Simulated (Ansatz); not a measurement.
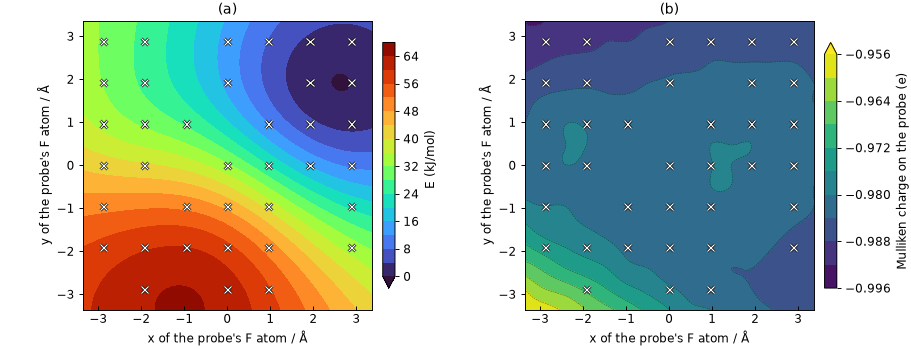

GeH₃LiS (SMILES [Li][S][GeH3]) with the probe F-. The probe is moved over a plane parallel to the molecule's main plane, 4.36 Å above it. The first coordinate is: x of the probe's F atom; the second: y of the probe's F atom. Nothing is relaxed (molecule and probe rigid). The grid has 15 × 15 points. At 37 points there is no value. Energies: kJ/mol, counted from the lowest grid point. Theory: RKS B3LYP-D4/def2-SVPD in Ansatz 0.2.0.

Panel (a) is the energy and panel (b) the computed Mulliken charge on the probe on the same grid.

Drawn: filled contours, crosses at grid points without a value. Between grid points the surface is interpolated.

**How does the Mulliken charge on the probe vary over the map, and what is it at the lowest grid point?**

Leaving out the highest fifth of the energies, it runs from −0.99 e at x of the probe's F atom = −3.36 Å, y of the probe's F atom = 3.36 Å to −0.97 e at x of the probe's F atom = −3.36 Å, y of the probe's F atom = −1.44 Å. At the lowest grid point, x of the probe's F atom = 2.40 Å, y of the probe's F atom = 1.92 Å, it is −0.98 e.
